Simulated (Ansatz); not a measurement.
System: ClH6Si3···SiH4···F2H.

```xyz
18

Si   -0.2158    0.3464   -0.5139
Si   -1.2353   -0.0690    1.8600
Si    2.0464   -0.0820   -1.0435
Si   -1.6716   -1.3669   -1.2070
Cl   -1.0441    2.1399   -1.0608
H     1.8035    1.8377    0.7935
F     2.3710    1.8150   -0.1608
H     0.0929    0.7312    1.1711
F     1.0815    1.7131    1.6911
H    -2.5466    0.4886    1.4694
H    -1.1797   -1.5451    1.7504
H    -0.7878    0.4007    3.1873
H     1.6779   -1.4234   -1.6588
H     2.5657    0.6524   -2.2157
H     2.8932   -0.5159    0.0876
H    -1.6910   -1.2496   -2.6880
H    -3.0436   -1.1934   -0.6652
H    -1.1168   -2.6797   -0.7968
```

A transition-state structure; geometry: PBE0-D4/def2-TZVP.

The calculation used Ansatz, RKS PBE0-D4/def2-TZVPP.

What can the converged electron density and electron localisation function tell about the bonding?

Answer. Si–Si (2.35 Å): ρ is about 0.62 e/Å³ halfway; the ELF peaks at about 1 between the atoms; a shared electron pair.
Si–H (1.49 Å): the density is about 0.81 e/Å³ at the midpoint; the ELF climbs to about 1 towards the hydrogen, as it does in any bond to H.

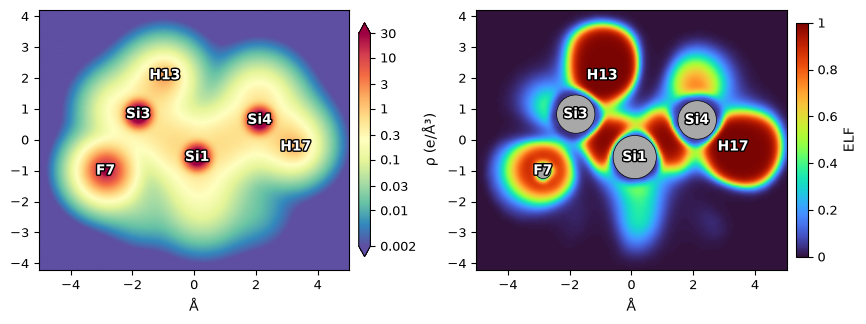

Computed electron density and electron localisation function on the plane of atoms Si1, Si3 and H13, in this order. Grey discs cover the atomic cores in the ELF map. 
